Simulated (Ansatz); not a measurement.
A relaxed structure of NbInO$_{4}$. Space group P2/c (No. 13). Computed with r2SCAN (plane waves to 500 eV, PAW, scalar-relativistic; Ansatz, a first-principles code).

```cif
data_In2Nb2O8
_chemical_formula_sum 'Nb2 In2 O8'
_space_group_name_H-M_alt 'P2/c'
_space_group_IT_number 13
_space_group_name_Hall '-P 2yc'
_cell_length_a 4.85884
_cell_length_b 5.79699
_cell_length_c 5.15323
_cell_angle_alpha 90.000
_cell_angle_beta 91.013
_cell_angle_gamma 90.000
loop_
_atom_site_label
_atom_site_type_symbol
_atom_site_symmetry_multiplicity
_atom_site_Wyckoff_symbol
_atom_site_fract_x
_atom_site_fract_y
_atom_site_fract_z
_atom_site_occupancy
Nb1 Nb 2 e 0.00000 0.17829 0.25000 1
In1 In 2 f 0.50000 0.68114 0.25000 1
O1 O 4 g 0.25969 0.38121 0.40153 1
O2 O 4 g 0.21485 0.10264 0.93852 1
```

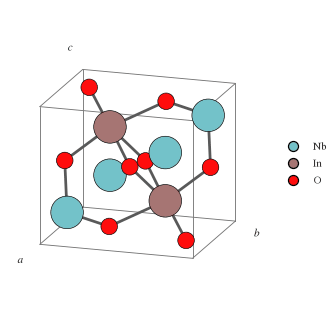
*The conventional cell of the relaxed structure*

```json
{
  "volume_per_atom": "12.09 Å³",
  "density": "6.22 g/cm³",
  "band_gap": "3.82 eV, indirect (valence top at k = (0.3333, 0, -0.2), conduction bottom at k = (0.1667, 0, 0.4)) (no spin-orbit coupling)",
  "smallest_direct_gap": "3.88 eV at Z",
  "shortest_distances": "Nb–O 1.88 Å; In–O 2.12 Å; O–O 2.49 Å; Nb–Nb 3.30 Å",
  "k-mesh": "6×5×5"
}
```

Band energies at high-symmetry points (eV from the VBM; labels of this space group; no spin-orbit coupling), from −5 eV up to 8.4 eV:

```json
[
 {"point": "Γ", "energies": "-4.69 -4.06 -3.99 -3.54 -3.53 -3.08 -2.74 -2.61 -2.49 -2.23 -1.99 -1.76 -1.75 -1.65 -1.56 -0.85 -0.76 -0.64 -0.54 -0.49 -0.19 -0.14 4.02 4.48 4.57 4.61 4.85 5.53 5.59 7.17"},
 {"point": "Z", "energies": "-4.63 -4.57 -4.41 -4.30 -4.11 -3.75 -3.11 -3.02 -2.53 -2.38 -2.25 -1.98 -1.95 -1.71 -1.29 -1.14 -1.07 -0.84 -0.83 -0.59 -0.54 -0.36 -0.06 3.82 4.64 4.73 4.87 5.24 5.33 6.44 7.08 7.51 7.68"},
 {"point": "D", "energies": "-4.61 -4.61 -3.63 -3.63 -3.03 -3.03 -2.73 -2.73 -2.43 -2.43 -2.11 -2.11 -1.81 -1.81 -1.03 -1.03 -0.80 -0.80 -0.52 -0.52 -0.34 -0.34 4.06 4.06 4.78 4.78 4.93 4.93 7.18 7.18 8.07 8.07"},
 {"point": "B", "energies": "-3.98 -3.98 -3.71 -3.71 -3.24 -3.24 -3.03 -3.03 -2.61 -2.61 -1.99 -1.99 -1.60 -1.60 -0.90 -0.90 -0.69 -0.69 -0.42 -0.42 -0.24 -0.24 3.91 3.91 4.54 4.54 5.00 5.00 6.98 6.98 8.22 8.22"},
 {"point": "A", "energies": "-4.80 -4.80 -4.02 -4.02 -3.32 -3.32 -2.66 -2.66 -2.27 -2.27 -2.07 -2.07 -1.26 -1.26 -0.98 -0.98 -0.66 -0.66 -0.53 -0.53 -0.18 -0.18 4.32 4.32 4.75 4.75 5.14 5.14 6.57 6.57 8.03 8.03"},
 {"point": "E", "energies": "-4.48 -4.48 -3.66 -3.66 -3.12 -3.12 -2.79 -2.79 -2.01 -2.01 -1.92 -1.92 -1.43 -1.43 -1.27 -1.27 -0.94 -0.94 -0.82 -0.82 -0.31 -0.31 4.49 4.49 4.51 4.51 5.09 5.09 6.41 6.41"},
 {"point": "C2", "energies": "-4.22 -4.07 -4.06 -3.91 -3.81 -3.32 -3.26 -3.10 -2.76 -2.55 -2.30 -2.25 -1.88 -1.67 -1.55 -1.38 -1.28 -0.86 -0.79 -0.67 -0.52 -0.35 -0.19 4.38 4.47 4.60 4.69 4.95 5.45 5.86 7.30 8.29"},
 {"point": "Y2", "energies": "-4.76 -4.76 -4.34 -3.90 -3.67 -3.41 -3.16 -3.07 -2.93 -2.70 -2.44 -2.03 -2.01 -1.64 -1.17 -1.08 -1.03 -0.78 -0.70 -0.40 -0.29 -0.27 -0.04 4.38 4.41 4.42 4.88 4.93 5.51 6.31 7.14 7.53 8.11"}
]
```

No spin polarisation in the result.

The run could not lose the symmetry of its start.
